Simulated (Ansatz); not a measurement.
A series of calculations on C$_{2}$H$_{5}$O

## 1. Relaxation

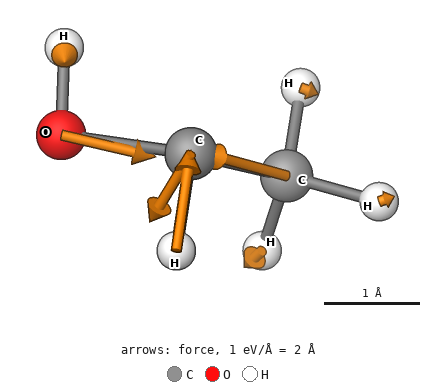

Starting geometry of C2H5O (charge −1) with the computed forces as orange arrows. Style: ball-and-stick. Shown from a free direction.

The run prepares an end point of a later path (torsion) calculation, from a guessed geometry.

All numbers below come from Ansatz, RKS PBE0-D4/def2-mTZVP. Settings: no spin polarisation; force threshold 0.015 eV/Å; at most 40 steps.

### Is this structure relaxed? If not, where do the atoms go?

It isn't relaxed: the largest force vector, on a C atom, is 0.65 eV/Å. The final displacements follow the starting forces only in part (cosine between the two patterns 0.31). An H atom moves most after the best rigid fit: 0.46 Å. By element the largest moves are H 0.46 Å, O 0.23 Å, C 0.14 Å. Near-neighbour distances that change, for instance: C–O 1.537 → 1.505 Å, C–C 1.544 → 1.515 Å, C–H 1.133 → 1.116 Å, C–H 1.114 → 1.123 Å. Among the angles between lasting bonds that change: O–C–H 100.0° → 103.3°, C–C–H 110.3° → 112.4°. Groups turn about C–O by about 50°. The energy falls by 2.41 kcal/mol in 8 accepted moves (9 points after the start). The largest force component goes from 0.63 to 0.0024 eV/Å. The line search rejected the trial step at point 4 of the run. Cost: 23 s on 1 thread of Arm Neoverse V1 (shared host), peak memory 0.13 GiB.

Limits of the set-up: the basis has no diffuse functions, which an anion needs.

## 2. Relaxation

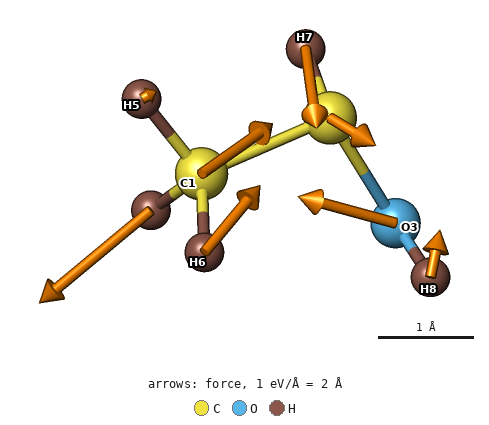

Starting geometry of C2H5O (charge −1) with the computed forces as orange arrows. Style: ball-and-stick. Shown at a tilt.

The run prepares an end point of a later path (torsion) calculation, from a guessed geometry.

Theory: RKS PBE0-D4/def2-mTZVP (Ansatz 0.2.0). Set-up: no spin polarisation; force threshold 0.015 eV/Å; at most 40 steps.

Is this structure relaxed? If not, where do the atoms go?

Answer. It isn't relaxed: the largest force vector, on an H atom, is 0.79 eV/Å. The final displacements follow the starting forces only in part (cosine between the two patterns 0.40). The largest move after the best rigid fit is that of an H atom, 0.44 Å. By element the largest moves are H 0.44 Å, O 0.22 Å, C 0.14 Å. Among the contacts that change: C–O 1.537 → 1.505 Å, C–C 1.544 → 1.515 Å, C–H 1.099 → 1.123 Å, C–H 1.133 → 1.116 Å. Bond angles that change, for instance: C–C–H 108.9° → 115.8°, C–C–H 117.0° → 112.4°, O–C–H 100.0° → 103.3°. Groups turn about C–O by about 50°. Over 8 accepted moves (11 points after the start) the energy falls by 0.169 eV. Largest force component: 0.6 eV/Å at the start, 0.0036 eV/Å at the end. The line search rejected the trial steps at points 4, 6, 10 of the run.

Limits of the set-up: the basis has no diffuse functions, which an anion needs.

## 3. Path

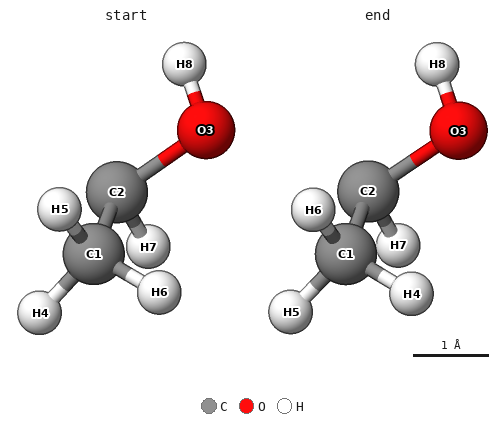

The two relaxed end points of a path for C$_{2}$H$_{5}$O (charge −1). The picture is a ball-and-stick view, seen from a free direction.

Level of theory: RKS PBE0-D4/def2-mTZVP (Ansatz 0.2.0).

The input:
```yaml
crystal:
  periodic: [false, false, false]
  atoms:
    - { symbol: C, position_ang: [-0.304356, 0.73976, -0.336386] }
    - { symbol: C, position_ang: [0.093292, -0.72131, -0.280422] }
    - { symbol: O, position_ang: [0.748782, -0.891318, 1.064141] }
    - { symbol: H, position_ang: [-0.974908, 0.905871, -1.19466] }
    - { symbol: H, position_ang: [0.561469, 1.406274, -0.481745] }
    - { symbol: H, position_ang: [-0.835533, 1.137257, 0.569293] }
    - { symbol: H, position_ang: [-0.868935, -1.275112, -0.169313] }
    - { symbol: H, position_ang: [1.5802, -1.301421, 0.829092] }
total_charge: -1
basis:
  gaussian: { orbitals: def2-mTZVP }
hamiltonian:
  xc: pbe0
  dispersion: d4
neb:
  order_check: false
  images: 7
  f_tol: 0.03
  max_iterations: 60
  initial_path: idpp
  final_atoms:
    - { symbol: C, position_ang: [-0.27796114, 0.77307431, -0.27850481] }
    - { symbol: C, position_ang: [0.51074123, -0.52067309, -0.27565027] }
    - { symbol: O, position_ang: [0.18551577, -1.16782735, 1.04400503] }
    - { symbol: H, position_ang: [-1.35665717, 0.68912677, 0.02065025] }
    - { symbol: H, position_ang: [-0.26272249, 1.21053352, -1.28956879] }
    - { symbol: H, position_ang: [0.15286579, 1.5300873, 0.39689168] }
    - { symbol: H, position_ang: [-0.00823055, -1.17334699, -1.01686058] }
    - { symbol: H, position_ang: [1.05645957, -1.34097346, 1.39903749] }
```

Command:
```bash
ansatz run input.yaml --threads 1 --pin off --max-ram 2048MiB --backend cpu --events-out ev --progress --plain --runs-dir out
```

What barrier does the band find between them, and by what path?

Answer. The two ends have the same energy, and the highest point, image 4, lies 0.206 eV above the start. The motion is a rotation about the C1–C2 bond by about 120°. No bond forms or breaks between the ends. Bond angles that change up to the highest image, for instance: C2–C1–H6 115.8° → 108.7°, C2–C1–H4 109.5° → 116.4°. The band converged in 6 iterations. The largest component of the band force went from 0.96 to 0.013 eV/Å. The climbing image converged on the top of the path. Its vibrational analysis gives one imaginary mode (315i cm⁻¹), as a transition state must have.

Energies of the converged images:

```
image  path (Å)  E (eV)
    0      0.00   0.000
    1      0.35   0.030
    2      0.70   0.102
    3      1.05   0.176
    4      1.39   0.206
    5      1.75   0.174
    6      2.11   0.101
    7      2.47   0.030
    8      2.83   0.000
```

The geometry at the top of the path:

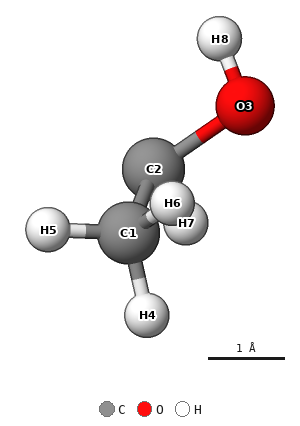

Limits of the set-up: the basis has no diffuse functions, which an anion needs.
